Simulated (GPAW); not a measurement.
Band structure of SrPd2 (Fd-3m, 6 atoms in the cell).

```
CELL_PARAMETERS angstrom
      0.00000     3.93562     3.93562
      3.93562     0.00000     3.93562
      3.93562     3.93562     0.00000
ATOMIC_POSITIONS crystal
  Sr 0.75000 0.75000 0.75000
  Sr 0.50000 0.50000 0.50000
  Pd 0.12500 0.62500 0.12500
  Pd 0.12500 0.12500 0.12500
  Pd 0.62500 0.12500 0.12500
  Pd 0.12500 0.12500 0.62500
```

Method: PBEsol, GPAW PAW datasets PBEsol (made by gpaw-setup) (plane waves; GPAW).

Settings: mode = pw; ecut = 600 eV; xc = PBEsol; kpts = 7 7 7; mesh shift (steps) = 0 0 0; occupations.name = methfessel-paxton; occupations.width = 0.136 eV; occupations.order = 0; nbands = -12; convergence.forces = 0.001 eV/Å; symmetry.symmorphic = false; symmetry.tolerance = 0.0005; maxiter = 120; bandpath_npoints = 40.

The starting cell comes from a database of computed structures (which also holds hypothetical and non-ambient phases and stackings), without a prior relaxation at this level. Spin polarisation is off.

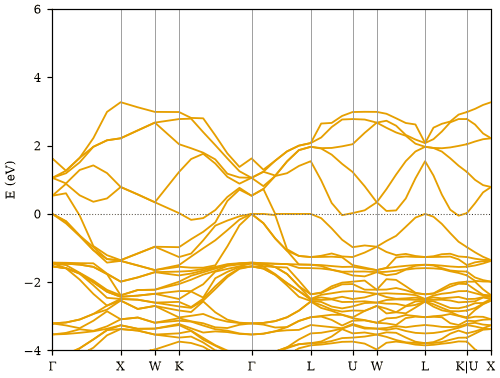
Bands along the path, energies from the Fermi level.

Levels in eV from the Fermi level, bands 39 to 46:
```
point     39     40     41     42    43    44    45    46
-----  -----  -----  -----  -----  ----  ----  ----  ----
Γ       0.00   0.00   0.00   0.53  0.53  1.06  1.06  1.06
X      -1.38  -1.38  -1.36  -1.36  0.79  0.79  2.21  2.21
W      -1.65  -1.65  -0.96  -0.96  0.34  0.34  2.67  2.67
K      -1.55  -1.50  -1.26  -0.98  0.02  1.23  2.04  2.78
L      -1.49  -1.26  -1.26   0.00  1.54  1.96  1.96  2.07
U      -1.55  -1.50  -1.26  -0.98  0.02  1.23  2.04  2.78
```

Bands cross the Fermi level along this path, so the cell is metallic at this level.
